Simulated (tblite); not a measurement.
**Geometry relaxation of C₅H₁₁NSi (part 1 of 2)**

System: C₅H₁₁NSi.
Method: GFN2-xTB geometry optimisation, gas phase (tblite 0.8.0).

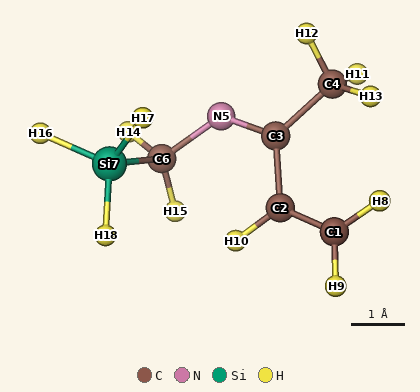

*The starting structure (ball-and-stick view, seen at a tilt; atoms are numbered from 1 in the order of the input).*

### Input
```
{"job": {"kind": "relax", "xc": "GFN2-xTB", "basis": "xTB"}, "charge": 0, "multiplicity": 1}
C     -1.517900     1.913600     0.329900
C     -0.646400     1.059000    -0.155200
C     -0.793500    -0.381700    -0.005000
C     -1.957500    -1.018200     0.660400
N      0.102200    -1.147900    -0.492200
C      1.280900    -0.728900    -1.188400
Si     2.498300    -0.171500     0.137000
H     -2.412900     1.617600     0.852600
H     -1.366900     2.994600     0.209700
H      0.244400     1.404500    -0.658700
H     -2.588500    -1.510900    -0.123500
H     -1.551600    -1.863300     1.283000
H     -2.540100    -0.367300     1.329000
H      1.743200    -1.602600    -1.709300
H      1.097700     0.069600    -1.939900
H      3.688300    -1.043700     0.010400
H      1.902700    -0.461500     1.453000
H      2.809000     1.244800    -0.004600
```

The first line tells a small driver script what to run in tblite; the rest is the geometry in Å.

Launched with:
```bash
OMP_NUM_THREADS=1 python <driver script> task.json out
```

### What the program printed
```
step      E/eV     max force
  0    -568.64150    1.585
  1    -568.75926    0.896
  2    -568.79889    0.650
  3    -568.82429    0.442
  4    -568.84380    0.259
  5    -568.85216    0.256
  6    -568.86119    0.286
  7    -568.87059    0.236
  8    -568.87713    0.183
  9    -568.88134    0.153
 10    -568.88449    0.162
 11    -568.88718    0.124
 12    -568.88916    0.097
 13    -568.89039    0.094
 14    -568.89147    0.099
 15    -568.89307    0.165
 16    -568.89524    0.183
 17    -568.89747    0.121
 18    -568.89912    0.085
 19    -568.90039    0.088
 20    -568.90176    0.129
 21    -568.90348    0.142
 22    -568.90563    0.162
 23    -568.90797    0.135
 24    -568.91010    0.108
 25    -568.91193    0.114
 26    -568.91374    0.112
 27    -568.91603    0.134
 28    -568.91941    0.178
 29    -568.92389    0.204
 30    -568.92824    0.183
 31    -568.93164    0.128
 32    -568.93424    0.117
 33    -568.93649    0.130
 34    -568.93894    0.166
 35    -568.94133    0.152
 36    -568.94363    0.102
 37    -568.94584    0.096
 38    -568.94764    0.144
 39    -568.95019    0.138
 40    -568.95220    0.100
 41    -568.95338    0.082
 42    -568.95462    0.121
 43    -568.95607    0.121
 44    -568.96039    0.116
 45    -568.96199    0.119
 46    -568.96430    0.091
 47    -568.96580    0.091
 48    -568.96763    0.105
 49    -568.96937    0.113
 50    -568.97123    0.098
 51    -568.97267    0.088
 52    -568.97389    0.108
 53    -568.97504    0.097
 54    -568.97675    0.073
 55    -568.97804    0.087
 56    -568.97957    0.079
 57    -568.98062    0.077
 58    -568.98161    0.075
 59    -568.98257    0.090
 60    -568.98332    0.087
 61    -568.98392    0.067
 62    -568.98439    0.052
 63    -568.98501    0.050
 64    -568.98551    0.073
 65    -568.98622    0.083
 66    -568.98687    0.069
 67    -568.98759    0.073
 68    -568.98818    0.067
 69    -568.98863    0.047
 70    -568.98897    0.044
 71    -568.98927    0.034
 72    -568.98953    0.031
 73    -568.98972    0.031
 74    -568.98985    0.026
 75    -568.98996    0.023
 76    -568.99006    0.019
 77    -568.99014    0.017
 78    -568.99021    0.022
 79    -568.99032    0.027
 80    -568.99052    0.040
 81    -568.99080    0.046
 82    -568.99109    0.033
 83    -568.99130    0.030
 84    -568.99148    0.035
 85    -568.99173    0.036
 86    -568.99210    0.047
 87    -568.99261    0.045
 88    -568.99323    0.063
 89    -568.99395    0.070
 90    -568.99492    0.092
 91    -568.99606    0.124
 92    -568.99778    0.154
 93    -568.99956    0.127
 94    -569.00178    0.113
 95    -569.00369    0.112
 96    -569.00741    0.150
 97    -569.01014    0.103
 98    -569.01233    0.192
 99    -569.01520    0.121
100    -569.01743    0.092
101    -569.02054    0.120
102    -569.02227    0.130
103    -569.02545    0.130
104    -569.02735    0.189
105    -569.02872    0.123
106    -569.02982    0.066
107    -569.03066    0.085
108    -569.03141    0.086
109    -569.03229    0.104
110    -569.03315    0.077
111    -569.03399    0.048
112    -569.03472    0.046
113    -569.03507    0.042
114    -569.03527    0.043
115    -569.03549    0.035
116    -569.03582    0.040
117    -569.03613    0.044
118    -569.03630    0.033
119    -569.03646    0.027
120    -569.03659    0.017
121    -569.03667    0.014
122    -569.03671    0.012
123    -569.03674    0.011
124    -569.03676    0.007
```

### Trajectory as extended XYZ (Å, eV, eV/Å), 12 of the 125 frames kept, from step=0 to step=124
```
18
Properties=species:S:1:pos:R:3:forces:R:3 step=0 energy=-568.64150
C    -1.5179    1.9136    0.3299   -0.4030   1.5260   0.1500
C    -0.6464    1.0590   -0.1552   -0.2520  -0.2620   0.1970
C    -0.7935   -0.3817   -0.0050    1.1210   0.3290  -0.8790
C    -1.9575   -1.0182    0.6604   -0.1490  -1.4410   0.4620
N     0.1022   -1.1479   -0.4922   -0.0040  -0.9000  -0.2880
C     1.2809   -0.7289   -1.1884   -0.3700  -0.1610  -0.4610
Si    2.4983   -0.1715    0.1370    0.7820  -0.3640   0.7050
H    -2.4129    1.6176    0.8526    0.0560   0.0790  -0.0670
H    -1.3669    2.9946    0.2097   -0.1650  -0.5240   0.1360
H     0.2444    1.4045   -0.6587   -0.1410   0.0450   0.0320
H    -2.5885   -1.5109   -0.1235    0.2730   0.6200   0.7460
H    -1.5516   -1.8633    1.2830   -0.4300   0.6950  -0.5070
H    -2.5401   -0.3673    1.3290    0.2470  -0.2550  -0.5790
H     1.7432   -1.6026   -1.7093   -0.7240   0.4440   0.2470
H     1.0977    0.0696   -1.9399    0.0910  -0.4550   0.2030
H     3.6883   -1.0437    0.0104   -0.1030   0.3130   0.0090
H     1.9027   -0.4615    1.4530    0.0950   0.1830  -0.1230
H     2.8090    1.2448   -0.0046    0.0740   0.1280   0.0180
18
Properties=species:S:1:pos:R:3:forces:R:3 step=11 energy=-568.88718
C    -1.5582    1.9493    0.3466    0.0450  -0.0600  -0.0400
C    -0.6918    1.0628   -0.1319   -0.0620  -0.0490  -0.0140
C    -0.7744   -0.3996   -0.0513    0.0380  -0.0020  -0.0480
C    -1.9339   -1.0571    0.6463    0.0650   0.0680  -0.0390
N     0.0930   -1.1961   -0.5349   -0.0410   0.0460   0.0310
C     1.2839   -0.7739   -1.1869    0.0610   0.0470   0.0970
Si    2.5488   -0.2126    0.1617   -0.0560   0.0500  -0.0870
H    -2.4612    1.6811    0.8633   -0.0700  -0.0390   0.0300
H    -1.3873    3.0050    0.2290    0.0050   0.0700   0.0070
H     0.1884    1.4391   -0.6391   -0.0450  -0.0070   0.0310
H    -2.6132   -1.4804   -0.0921   -0.0310   0.0480   0.0290
H    -1.5595   -1.8736    1.2596   -0.0400   0.0110  -0.0280
H    -2.4697   -0.3490    1.2669   -0.0580  -0.0520   0.0440
H     1.6679   -1.6385   -1.7349   -0.0140   0.0250   0.0280
H     1.1182    0.0346   -1.9103    0.0660  -0.0410  -0.0100
H     3.7685   -0.9960    0.0148    0.0910  -0.0280   0.0020
H     1.9333   -0.4096    1.4737    0.0420  -0.0220   0.0030
H     2.8384    1.2208    0.0079    0.0030  -0.0620  -0.0370
18
Properties=species:S:1:pos:R:3:forces:R:3 step=23 energy=-568.90797
C    -1.6060    1.9539    0.3474    0.0030  -0.0190   0.0010
C    -0.7315    1.0799   -0.1423   -0.0290  -0.0080  -0.0290
C    -0.7921   -0.3830   -0.0556   -0.0050   0.0150  -0.0050
C    -1.9574   -1.0445    0.6310   -0.0180   0.0010   0.0260
N     0.0974   -1.1757   -0.5022    0.0290   0.0820   0.0030
C     1.3012   -0.7844   -1.1523    0.0450  -0.0070   0.0370
Si    2.6103   -0.2255    0.1504    0.0040  -0.0360   0.0090
H    -2.5148    1.6645    0.8520    0.0780   0.0140  -0.0260
H    -1.4387    3.0183    0.2639   -0.0320  -0.0980  -0.0330
H     0.1480    1.4618   -0.6482   -0.0310   0.0080   0.0560
H    -2.6798   -1.4028   -0.1023    0.0430   0.0600  -0.0220
H    -1.5987   -1.9055    1.1898   -0.0020  -0.0140  -0.0560
H    -2.4640   -0.3684    1.3109    0.0190   0.0150   0.0200
H     1.6646   -1.6748   -1.6742   -0.0160   0.0510  -0.0180
H     1.1797    0.0157   -1.8983   -0.0550  -0.1090   0.0580
H     3.8543   -0.9883    0.0028   -0.0840   0.0370  -0.0390
H     2.0389   -0.4374    1.4816    0.0480   0.0400  -0.0260
H     2.8799    1.2025   -0.0662    0.0060  -0.0330   0.0440
18
Properties=species:S:1:pos:R:3:forces:R:3 step=34 energy=-568.93894
C    -1.6895    1.9333    0.3194    0.0260   0.0060   0.0330
C    -0.7723    1.1003   -0.1624    0.0340   0.0150   0.0370
C    -0.7871   -0.3570   -0.0220   -0.0460  -0.0200   0.0070
C    -1.9878   -1.0083    0.6024   -0.0610  -0.0540   0.0570
N     0.1292   -1.1617   -0.3799   -0.0740   0.0250  -0.0120
C     1.3214   -0.8119   -1.0653    0.0120  -0.0020   0.0280
Si    2.7001   -0.2351    0.1425    0.1250   0.0200   0.1070
H    -2.5741    1.5965    0.8345    0.0220   0.0250  -0.0520
H    -1.5760    3.0029    0.2368   -0.0200  -0.0380  -0.0560
H     0.0992    1.5182   -0.6507    0.0170  -0.0310  -0.0230
H    -2.7633   -1.1349   -0.1567    0.0420   0.0290   0.0950
H    -1.6933   -1.9890    0.9677   -0.0790  -0.0030  -0.0480
H    -2.3968   -0.4246    1.4230    0.0520  -0.0330  -0.0140
H     1.6554   -1.7277   -1.5595    0.0150  -0.0040  -0.0530
H     1.1656   -0.0515   -1.8398    0.0360   0.0360  -0.0160
H     3.9219   -1.0023   -0.1351   -0.0890   0.0570   0.0200
H     2.2738   -0.4321    1.5343    0.0210   0.0230  -0.1560
H     2.9649    1.1912   -0.1008   -0.0340  -0.0500   0.0480
18
Properties=species:S:1:pos:R:3:forces:R:3 step=45 energy=-568.96199
C    -1.7040    1.9228    0.2793    0.0030  -0.0340   0.0130
C    -0.7693    1.0835   -0.1503    0.0620   0.0040   0.0300
C    -0.7855   -0.3713    0.0094   -0.0250  -0.0430  -0.0600
C    -2.0056   -1.0040    0.6177   -0.0260  -0.0380   0.0050
N     0.1284   -1.1718   -0.3636    0.0110  -0.0230   0.0240
C     1.3273   -0.8141   -1.0379    0.0430   0.0520   0.0310
Si    2.7314   -0.2251    0.1437   -0.0100   0.0030   0.0010
H    -2.5805    1.5858    0.8002   -0.1180  -0.0130   0.0020
H    -1.6263    2.9869    0.1351    0.0520   0.0240  -0.0110
H     0.1088    1.4828   -0.6368    0.0540   0.0460  -0.0760
H    -2.8279   -0.9524   -0.0975    0.0020   0.0480   0.0600
H    -1.8062   -2.0509    0.8307    0.0420   0.0340  -0.0110
H    -2.3066   -0.4985    1.5324    0.0360  -0.0220  -0.0100
H     1.6634   -1.7202   -1.5522   -0.0200   0.0240   0.0200
H     1.1848   -0.0382   -1.8008   -0.0460   0.0010  -0.0360
H     3.9376   -0.9832   -0.1968   -0.0060   0.0440   0.0280
H     2.3442   -0.4379    1.5362   -0.0130  -0.0250  -0.0110
H     2.9773    1.2120   -0.0605   -0.0400  -0.0830   0.0000
18
Properties=species:S:1:pos:R:3:forces:R:3 step=56 energy=-568.97957
C    -1.6964    1.9120    0.2349   -0.0340  -0.0070  -0.0300
C    -0.7577    1.0621   -0.1654    0.0290   0.0530   0.0090
C    -0.7839   -0.3915    0.0008   -0.0030   0.0330  -0.0720
C    -1.9931   -1.0028    0.6464   -0.0010  -0.0100  -0.0360
N     0.1290   -1.1937   -0.3726    0.0410   0.0460   0.0200
C     1.3218   -0.8007   -1.0449    0.0040  -0.0220  -0.0180
Si    2.7099   -0.2266    0.1622   -0.0530  -0.0160  -0.0350
H    -2.6049    1.5909    0.7153    0.0040   0.0280   0.0060
H    -1.5837    2.9738    0.0799   -0.0440  -0.0360   0.0380
H     0.1275    1.4642   -0.6383    0.0520  -0.0010  -0.0140
H    -2.8741   -0.8244    0.0302    0.0160   0.0280   0.0220
H    -1.8415   -2.0736    0.7341    0.0050  -0.0220   0.0530
H    -2.1646   -0.5697    1.6295    0.0100  -0.0360   0.0090
H     1.6754   -1.6885   -1.5772   -0.0310  -0.0030  -0.0010
H     1.1516   -0.0143   -1.7934    0.0450  -0.0510   0.0120
H     3.9513   -0.9244   -0.1750   -0.0150  -0.0040  -0.0020
H     2.3108   -0.5014    1.5394   -0.0080  -0.0040   0.0050
H     2.9139    1.2148   -0.0175   -0.0190   0.0220   0.0310
```
